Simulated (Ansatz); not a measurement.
Process, species as SMILES: [O]O (O-OH) → [O-]O (an electron is taken up)
B3LYP-D3(BJ)/def2-TZVP geometries, fixed; electronic energies without zero-point terms; positive where energy is released.

Basis-set convergence of the adiabatic electron affinity at PBE0 with Ansatz (a quantum-chemistry and plane-wave program). Cartesian d functions, on some or all atoms, in 6-31+G*; all else is spherical. The program fits the integrals of some runs and decomposes those of others, by size. Open shells are unrestricted. No added dispersion term, no relativity. Functions are those of the species that has most. Reference: the value in aug-pcseg-3, 0.693 eV, itself unsure by roughly 0.004 eV (its mean distance from aug-cc-pVQZ, def2-QZVPPD). Deviations are taken from unrounded values.

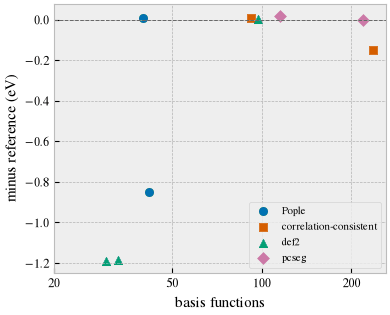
Figure: Deviation from the reference against the number of basis functions, by family of sets.

```tsv
basis	functions	adiabatic electron affinity (eV)	minus reference (eV)
def2-SV(P)	30	-0.496	-1.188
def2-SVP	33	-0.491	-1.184
6-31+G*	40	0.699	0.007
6-311G**	42	-0.159	-0.852
jun-cc-pV(T+d)Z	92	0.701	0.008
def2-TZVPPD	97	0.694	0.001
aug-pcseg-2	115	0.711	0.018
aug-pcseg-3	219	0.693	0.000
cc-pV5Z	237	0.545	-0.148
```
